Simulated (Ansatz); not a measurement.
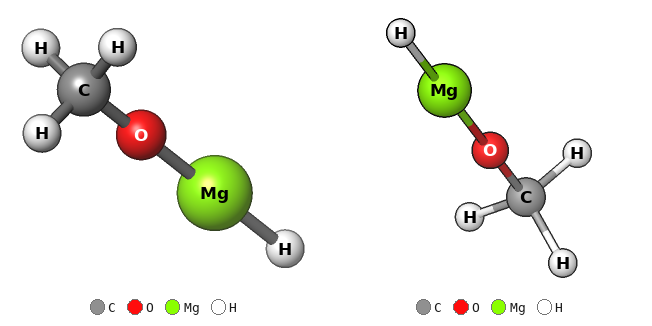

Both panels show the same species.

Computed geometry: PBE0-D4/def2-TZVP optimisation. No frequency run is at hand to confirm it as a minimum.

Question: What is the molecular formula?

Answer: CH₄MgO, 7 atoms: 1 carbon, 4 hydrogen, 1 magnesium and 1 oxygen.

Question: Write the SMILES.

Answer: C[O][MgH]

Question: How many bonds of each kind are drawn?

Answer: 3 C–H, 1 C–O, 1 Mg–O, 1 Mg–H.
